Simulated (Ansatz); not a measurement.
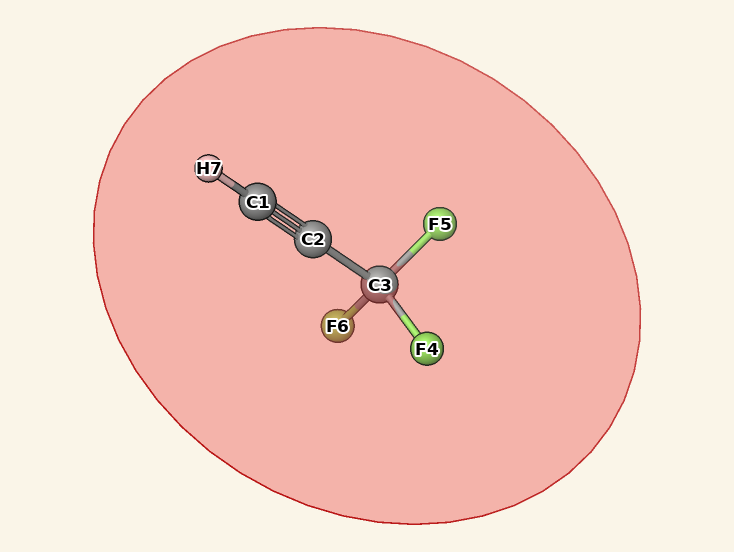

A disc through the centre of mass is drawn in. Distant atoms are faded towards the background colour. The geometry was computed by an optimisation with PBE-D4/def2-SVP. No frequency run is at hand to confirm it as a minimum.

Is the plane of the disc a mirror plane of the structure?

Answer. No. The point group is C3v, with 1 C3 axis and 3 mirror planes, and this plane isn't one of its mirror planes.
